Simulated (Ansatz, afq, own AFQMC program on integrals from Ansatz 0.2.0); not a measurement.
# AlH4O (doublet): AFQMC on the coupled-cluster ladder at distance Al1–H4 along a hydrogen transfer = 1.730 Å, cc-pVTZ

Aim: compute AlH4O (doublet) with auxiliary-field quantum Monte Carlo on the same integrals as coupled cluster, and set the energies side by side.

Computed with Ansatz 0.2.0, Gaussian basis, and an in-house AFQMC program (afq) on its integrals; all values are calculated. Level: cc-pVTZ, frozen cores.

To be run: PBE (unrestricted); CCSD(T) on UHF; r2SCAN (unrestricted); PBE0 (unrestricted); B3LYP (unrestricted); wB97M-V (unrestricted); B2PLYP (unrestricted); Phaseless AFQMC, CISD trial on UHF.

**1. The system**

The geometry derives from fragments relaxed apart (PBE0/def2-TZVP) and kept rigid, so it is no stationary point. A hydrogen atom is moved between rigid fragments.

6 atoms, charge 0, spin multiplicity 2.

Atoms are counted from 1 here; the program's logs count them from 0.

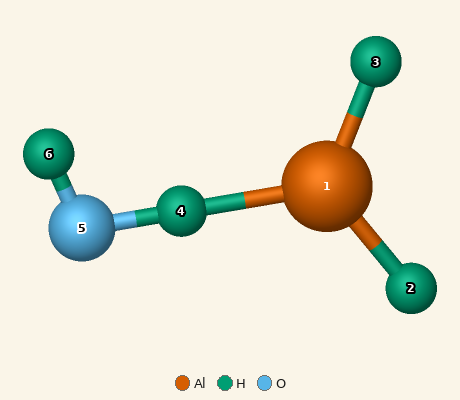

The structure; aluminium orange, hydrogen teal, oxygen blue; atoms are numbered from 1 in the order of the file.

**2. PBE (unrestricted)**

File in.yaml:

```yaml
crystal:
  periodic: [false, false, false]
  atoms:
    - {symbol: Al, position_ang: [-1.061937, 0.020152, 0.000000]}
    - {symbol: H, position_ang: [-1.854861, 1.393537, 0.000000]}
    - {symbol: H, position_ang: [-1.854861, -1.353232, 0.000000]}
    - {symbol: H, position_ang: [0.668063, 0.020152, 0.000000]}
    - {symbol: O, position_ang: [1.850063, 0.020152, 0.000000]}
    - {symbol: H, position_ang: [2.101922, -0.919798, 0.000000]}
basis:
  gaussian: {orbitals: cc-pVTZ}
magnetization: {spin_polarized: true, initial_magnetization: 1}
hamiltonian: {xc: {name: PBE}}
output: {orbitals: {seedname: orbitals}}
```

Run with:

```bash
$ ansatz run in.yaml --threads 1 --pin off --events-out ev --progress --plain --max-ram 5632MiB --backend cpu
```

Log:

```text
Functional definition: PBE
  name "PBE"
  cite "Perdew, Burke & Ernzerhof, Phys. Rev. Lett. 77, 3865 (1996) doi:10.1103/PhysRevLett.77.3865"
  parent pbe
  parameter kappa = 0.804
  parameter beta = 0.06672455060314922
  exchange = pbe_x(kappa = kappa, mu = beta*pi^2/3)
  correlation = pbe_c(beta = beta)
680 factors; their error is unknown
mean field evaluation 1: about -8695.0532 eV, gradient 4.2e1 eV
mean field evaluation 2: about -8585.6864 eV, gradient 1.2e2 eV
mean field evaluation 4: about -8701.1270 eV, gradient 6.6e0 eV
mean field evaluation 8: about -8701.4789 eV, gradient 2.2e-1 eV
mean field evaluation 16: about -8701.4655 eV, gradient 2.4e-4 eV
mean field -8701.46546641 eV, -319.7729578255 hartree, gradient 3.8e-5 eV, S^2 0.752192; 3 other end points of the search recorded, 0 dependent functions left out
reference -8701.46551098 eV, -319.7729594634 hartree; 13, 12 occupied and 107, 108 virtual orbitals, 680 factors
Total energy: -8701.46551098 eV, -319.7729594634 hartree
```

Wall time 3.4 s (1 thread of AMD EPYC 7R13 (Zen 3), shared host); peak memory 2.1 GiB.

From the report: ⟨S²⟩ of the determinant 0.752 (pure doublet: 0.75).

**3. CCSD(T) on UHF**

in.yaml, as its differences from that of step 2:

```diff
@@ -12,3 +12,2 @@
 magnetization: {spin_polarized: true, initial_magnetization: 1}
-hamiltonian: {xc: {name: PBE}}
-output: {orbitals: {seedname: orbitals}}
+correlation: {method: ccsd_t, electrons: outside_noble_gas, hamiltonian_folder: ham}
```

Run with:

```bash
$ ansatz run in.yaml --threads 1 --pin off --events-out ev --progress --plain --max-ram 16896MiB --backend cuda --devices 0, --max-vram 18GiB
```

Log, shortened:

```text
Functional definition: HF
  name "HF"
  cite "Fock, Z. Phys. 61, 126 (1930) doi:10.1007/BF01340294"
  parent pbe
[...]
709 factors; integrals over basis functions are off by at most 1.5e-3 eV
[...]
mean field -8681.55016259 eV, -319.0410839091 hartree, gradient 4.7e-6 eV, S^2 0.778505; 5 other end points of the search recorded, 0 dependent functions left out
determinant -8681.55016259 eV, -319.0410839091 hartree, with singles and doubles -8691.72831082 eV, -319.4151239576 hartree
determinant -8678.99298239 eV, -318.9471092701 hartree, with singles and doubles -8689.48601475 eV, -319.3327210970 hartree
determinant -8678.97049360 eV, -318.9462828225 hartree, with singles and doubles -8688.54909156 eV, -319.2982898049 hartree
6 core orbitals not correlated: weight in the atoms' cores, before any rotation towards them, 1.000 or more for the frozen orbitals, at most 0.000 for the correlated occupied ones
reference -8681.55016259 eV, -319.0410839091 hartree; 7, 6 occupied and 107, 108 virtual orbitals, 709 factors
second order -9.32105855 eV of doubles, -0.00000000 eV of singles
cycle   1  -10.02497494 eV  change   -8.6e-1 eV  update   2.4e-2
[...]
cycle  10  -10.05255135 eV  change    7.1e-6 eV  update   9.7e-6
perturbative correction -0.31457609 eV, -0.0115604580 hartree
Total energy: -8691.91729003 eV, -319.4220688156 hartree
```

It took 7 s on 1 × NVIDIA H100 80GB HBM3 with 1 thread of AMD EPYC 7R13 (Zen 3), shared host; peak host memory 2.1 GiB.

From the report: ⟨S²⟩ of the determinant 0.779 (pure doublet: 0.75); correlation -10.3671 eV; T1 0.019; largest double amplitude 0.03.

This run also writes the integrals to the folder ham.

**4. r2SCAN (unrestricted)**

in.yaml, as its differences from that of step 3:

```diff
@@ -12,2 +12,2 @@
 magnetization: {spin_polarized: true, initial_magnetization: 1}
-correlation: {method: ccsd_t, electrons: outside_noble_gas, hamiltonian_folder: ham}
+hamiltonian: {xc: {name: r2SCAN}}
```

Run with:

```bash
$ ansatz run in.yaml --threads 1 --pin off --events-out ev --progress --plain --max-ram 5632MiB --backend cpu
```

Log:

```text
Functional definition: r2SCAN
  name "r2SCAN"
  cite "Furness, Kaplan, Ning, Perdew & Sun, J. Phys. Chem. Lett. 11, 8208 (2020) doi:10.1021/acs.jpclett.0c02405"
  cite "Furness, Kaplan, Ning, Perdew & Sun, J. Phys. Chem. Lett. 11, 9248 (2020) doi:10.1021/acs.jpclett.0c03077"
  parent r2scan
  parameter k0 = 0.174
  parameter k1 = 0.065
  parameter a1 = 4.9479
  exchange = r2scan_x(k0 = k0, k1 = k1, a1 = a1)
  correlation = r2scan_c
680 factors; their error is unknown
mean field evaluation 1: about -8700.2941 eV, gradient 3.9e1 eV
mean field evaluation 2: about -8611.7124 eV, gradient 1.1e2 eV
mean field evaluation 4: about -8705.6252 eV, gradient 3.5e0 eV
mean field evaluation 8: about -8705.7271 eV, gradient 1.9e-1 eV
mean field evaluation 16: about -8705.7134 eV, gradient 2.3e-4 eV
mean field -8705.71336162 eV, -319.9290650951 hartree, gradient 8.2e-5 eV, S^2 0.755781; 0 other end points of the search recorded, 0 dependent functions left out
reference -8705.71337866 eV, -319.9290657214 hartree; 13, 12 occupied and 107, 108 virtual orbitals, 680 factors
Total energy: -8705.71337866 eV, -319.9290657214 hartree
```

Wall time 3.7 s (1 thread of AMD EPYC 7R13 (Zen 3), shared host); peak memory 2.1 GiB.

From the report: ⟨S²⟩ of the determinant 0.756 (pure doublet: 0.75).

**5. PBE0 (unrestricted)**

in.yaml, as its differences from that of step 4:

```diff
@@ -12,2 +12,3 @@
 magnetization: {spin_polarized: true, initial_magnetization: 1}
-hamiltonian: {xc: {name: r2SCAN}}
+hamiltonian: {xc: {name: PBE0}}
+output: {orbitals: {seedname: orbitals}}
```

The command is unchanged.

Log:

```text
Functional definition: PBE0
  name "PBE0"
  cite "Adamo & Barone, J. Chem. Phys. 110, 6158 (1999) doi:10.1063/1.478522"
  cite "Perdew, Burke & Ernzerhof, Phys. Rev. Lett. 77, 3865 (1996) doi:10.1103/PhysRevLett.77.3865"
  parent pbe
  parameter a = 0.25
  parameter kappa = 0.804
  parameter beta = 0.06672455060314922
  exchange = (1 - a)*pbe_x(kappa = kappa, mu = beta*pi^2/3) + a*exact_x
  correlation = pbe_c(beta = beta)
692 factors; their error is unknown
mean field evaluation 1: about -8697.4028 eV, gradient 3.6e1 eV
mean field evaluation 2: about -8639.6932 eV, gradient 1.0e2 eV
mean field evaluation 4: about -8701.9788 eV, gradient 1.8e0 eV
mean field evaluation 8: about -8702.0218 eV, gradient 1.7e-1 eV
mean field evaluation 16: about -8702.0219 eV, gradient 6.2e-5 eV
mean field -8702.02194469 eV, -319.7934080249 hartree, gradient 6.2e-5 eV, S^2 0.755203; 0 other end points of the search recorded, 0 dependent functions left out
reference -8702.02197803 eV, -319.7934092501 hartree; 13, 12 occupied and 107, 108 virtual orbitals, 692 factors
Total energy: -8702.02197803 eV, -319.7934092501 hartree
```

Run time: 2.1 s. Hardware: 1 thread of AMD EPYC 7R13 (Zen 3), shared host; peak memory 2.1 GiB.

From the report: ⟨S²⟩ of the determinant 0.755 (pure doublet: 0.75).

**6. B3LYP (unrestricted)**

in.yaml, as its differences from that of step 5:

```diff
@@ -12,3 +12,2 @@
 magnetization: {spin_polarized: true, initial_magnetization: 1}
-hamiltonian: {xc: {name: PBE0}}
-output: {orbitals: {seedname: orbitals}}
+hamiltonian: {xc: {name: B3LYP}}
```

The command is unchanged.

Log, shortened:

```text
Functional definition: B3LYP
  name "B3LYP"
  cite "Stephens, Devlin, Chabalowski & Frisch, J. Phys. Chem. 98, 11623 (1994) doi:10.1021/j100096a001"
  cite "Becke, Phys. Rev. A 38, 3098 (1988) doi:10.1103/PhysRevA.38.3098"
  cite "Lee, Yang & Parr, Phys. Rev. B 37, 785 (1988) doi:10.1103/PhysRevB.37.785"
  cite "Vosko, Wilk & Nusair, Can. J. Phys. 58, 1200 (1980) doi:10.1139/p80-159"
[...]
692 factors; their error is unknown
[...]
mean field -8708.34739694 eV, -320.0258641078 hartree, gradient 1.2e-5 eV, S^2 0.754223; 0 other end points of the search recorded, 0 dependent functions left out
reference -8708.34764251 eV, -320.0258731320 hartree; 13, 12 occupied and 107, 108 virtual orbitals, 692 factors
Total energy: -8708.34764251 eV, -320.0258731320 hartree
```

It took 2.1 s on 1 thread of AMD EPYC 7R13 (Zen 3), shared host; peak memory 2.1 GiB.

From the report: ⟨S²⟩ of the determinant 0.754 (pure doublet: 0.75).

**7. wB97M-V (unrestricted)**

in.yaml, as its differences from that of step 6:

```diff
@@ -12,2 +12,3 @@
 magnetization: {spin_polarized: true, initial_magnetization: 1}
-hamiltonian: {xc: {name: B3LYP}}
+hamiltonian: {xc: {name: wB97M-V}}
+output: {orbitals: {seedname: orbitals}}
```

Same command.

Log, shortened:

```text
Functional definition: wB97M-V
  name "wB97M-V"
  cite "Mardirossian & Head-Gordon, J. Chem. Phys. 144, 214110 (2016) doi:10.1063/1.4952647"
  cite "Becke, J. Chem. Phys. 107, 8554 (1997) doi:10.1063/1.475007"
  cite "Vydrov & Van Voorhis, J. Chem. Phys. 133, 244103 (2010) doi:10.1063/1.3521275"
  # Of w^i u^j: cxij and so on, Table III.
[...]
  gx(w, u) = 1 - cx + cx01*u + cx10*w
  gss(w, u) = css00 + css04*u^4 + css10*w + css20*w^2 + css43*w^4*u^3
  gos(w, u) = cos00 + cos10*w + (cos20 + cos21*u)*w^2 + (cos60 + cos61*u)*w^6
[...]
      + integral(e_c_pw_mod_opposite_spin*gos(b97_w_opposite, b97_u_opposite)) + vv10(b, c)
680 factors; their error is unknown
174 factors; integrals over basis functions are off by at most 2.4e-5 eV
[...]
mean field -8705.83142572 eV, -319.9334038707 hartree, gradient 9.0e-5 eV, S^2 0.754346; 0 other end points of the search recorded, 0 dependent functions left out
reference -8705.83147615 eV, -319.9334057239 hartree; 13, 12 occupied and 107, 108 virtual orbitals, 680 factors
Total energy: -8705.83147615 eV, -319.9334057239 hartree
```

Wall time 7 s (1 thread of AMD EPYC 7R13 (Zen 3), shared host); peak memory 2.1 GiB.

From the report: ⟨S²⟩ of the determinant 0.754 (pure doublet: 0.75).

**8. B2PLYP (unrestricted)**

in.yaml, as its differences from that of step 7:

```diff
@@ -12,3 +12,3 @@
 magnetization: {spin_polarized: true, initial_magnetization: 1}
-hamiltonian: {xc: {name: wB97M-V}}
-output: {orbitals: {seedname: orbitals}}
+hamiltonian: {xc: {name: B2PLYP}}
+correlation: {electrons: outside_noble_gas}
```

The command is unchanged.

Log, shortened:

```text
Functional definition: B2PLYP
  name "B2PLYP"
  cite "Grimme, J. Chem. Phys. 124, 034108 (2006) doi:10.1063/1.2148954"
  cite "Becke, Phys. Rev. A 38, 3098 (1988) doi:10.1103/PhysRevA.38.3098"
  cite "Lee, Yang & Parr, Phys. Rev. B 37, 785 (1988) doi:10.1103/PhysRevB.37.785"
[...]
709 factors; integrals over basis functions are off by at most 1.5e-3 eV
[...]
mean field -8699.71283337 eV, -319.7085497491 hartree, gradient 2.9e-6 eV, S^2 0.761631; 0 other end points of the search recorded, 0 dependent functions left out
6 core orbitals not correlated: weight in the atoms' cores, before any rotation towards them, 1.000 or more for the frozen orbitals, at most 0.000 for the correlated occupied ones
reference -8699.71298826 eV, -319.7085554414 hartree; 7, 6 occupied and 107, 108 virtual orbitals, 709 factors
second order -11.41943595 eV of doubles, -0.00000000 eV of singles
Total energy: -8702.79623597 eV, -319.8218627046 hartree
```

Wall time 3.1 s (1 thread of AMD EPYC 7R13 (Zen 3), shared host); peak memory 2.1 GiB.

From the report: ⟨S²⟩ of the determinant 0.762 (pure doublet: 0.75).

**9. Phaseless AFQMC, CISD trial on UHF**

It reads the integrals that the CCSD(T) run on this determinant wrote.

Run with:

```bash
$ afq ham --method phaseless --trial cisd --walkers 600 --populations 10 --least-time 60 --time-step 0.005 --steps-per-block 50 --equilibration-blocks 28 --max-blocks 4000 --target-error 0.00021 --factor-cut 1e-05 --start spin_pure --seed 4466 --release-times 0.24,0.51,0.99,1.62,2.4 --release-step 0.03 --release-every 3 --taylor-order 6
```

Log:

```text
orbitals 114  electrons 7 6  factors 704 of 709
reference energy -319.04108391 Eh
CCSD correlation -0.36942459 Eh in 13 cycles, weight of the determinant in the CISD state 0.8713
energy of the start -319.408621 Eh
 block  time / (1/Eh)  mean weight  energy / Eh
     1     0.250  1.0013  -319.406516
     2     0.500  1.0005  -319.411548
     3     0.750  1.0011  -319.414940
     4     1.000  0.9997  -319.417687
     5     1.250  0.9985  -319.418749
     6     1.500  0.9979  -319.418543
     7     1.750  1.0006  -319.425022
     8     2.000  0.9994  -319.422092
     9     2.250  1.0011  -319.420368
    10     2.500  1.0000  -319.417968
    13     3.250  1.0004  -319.426531
    17     4.250  0.9994  -319.421472
    21     5.250  1.0004  -319.422873
    25     6.250  1.0003  -319.420436
    29     7.250  0.9991  -319.422600
    33     8.250  1.0000  -319.425558
    37     9.250  1.0004  -319.420888
    41    10.250  1.0012  -319.417764
    45    11.250  1.0002  -319.423690
    49    12.250  1.0008  -319.423950
    53    13.250  1.0007  -319.418040
    57    14.250  0.9999  -319.421163
    61    15.250  0.9999  -319.427308
    65    16.250  1.0001  -319.423156
    69    17.250  1.0008  -319.423377
    73    18.250  0.9993  -319.424383
    77    19.250  1.0016  -319.420981
    81    20.250  0.9993  -319.423037
    85    21.250  0.9988  -319.422361
    89    22.250  1.0005  -319.421996
    93    23.250  0.9997  -319.423616
    97    24.250  1.0003  -319.426658
   101    25.250  0.9999  -319.426060
   105    26.250  1.0006  -319.427893
   109    27.250  1.0002  -319.425510
   113    28.250  1.0003  -319.420834
   117    29.250  0.9987  -319.418783
   121    30.250  1.0018  -319.423354
   125    31.250  0.9990  -319.426288
   129    32.250  0.9999  -319.421950
   133    33.250  0.9999  -319.425102
   137    34.250  1.0005  -319.424270
   141    35.250  1.0011  -319.422547
   145    36.250  1.0003  -319.420234
   149    37.250  0.9999  -319.423012
   153    38.250  1.0007  -319.421957
   157    39.250  0.9989  -319.421863
   161    40.250  0.9991  -319.422014
   165    41.250  1.0009  -319.422979
   169    42.250  1.0004  -319.424785
   173    43.250  1.0001  -319.419712
   177    44.250  1.0000  -319.426023
   181    45.250  0.9998  -319.420211
   185    46.250  1.0008  -319.425406
   189    47.250  1.0007  -319.429432
   193    48.250  0.9998  -319.423903
error from the spread of 10 populations
released: time / (1/Eh)  energy / Eh  error  mean overlap
  0.24  -319.423272  0.000409  0.9993
  0.51  -319.423593  0.000286  0.9951
  0.99  -319.423807  0.000306  0.9819
  1.62  -319.423571  0.000251  0.9740
  2.40  -319.424289  0.000338  0.9510
energy -319.423018 +/- 0.000314 Eh
```

Run time: 3.8 min. Hardware: 1 × NVIDIA H100 80GB HBM3 with 2 threads of AMD EPYC 7R13 (Zen 3), shared host; peak host memory 2.1 GiB.

Energy -8691.9431 ± 0.0085 eV. Caveats: constraint bias not in the error.

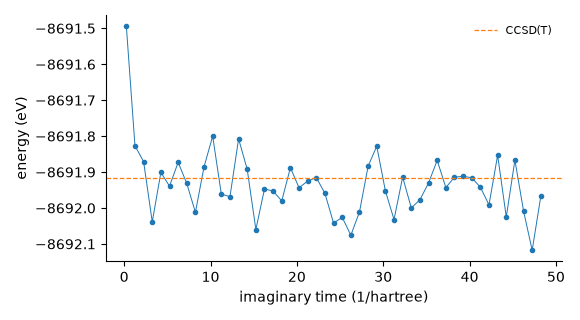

Block energies along the walk.

**10. All levels side by side**

On the UHF determinant, counted from CCSD(T) (a yardstick, not exact):

```
                                               level  energy (eV)  from CCSD(T) (kcal/mol)  statistical error (kcal/mol)     time
                                                  HF   -8681.5502                  +239.07                                       
                                                 MP2   -8690.8712                   +24.12                                       
                                                CCSD   -8691.6027                    +7.25                                       
                                             CCSD(T)   -8691.9173                     0.00                                       
Phaseless AFQMC, CISD trial, step 0.005, 600 walkers   -8691.9431                    -0.60                          0.20  3.8 min
```

The functionals' totals stand on their own zeros and serve differences with other points: PBE -8701.466 eV; r2SCAN -8705.713 eV; PBE0 -8702.022 eV; B3LYP -8708.348 eV; wB97M-V -8705.831 eV; B2PLYP -8702.796 eV.

**11. Outcome**

```
                                       quantity                  value
Phaseless AFQMC, CISD trial on UHF from CCSD(T)  -0.60 ± 0.20 kcal/mol
```

**Reading.** On UHF the phaseless walk with the CISD trial lies -0.60 kcal/mol from CCSD(T), 3 times its error bar. Error bars are statistical and leave out the constraint, the time step and what remains of the start.
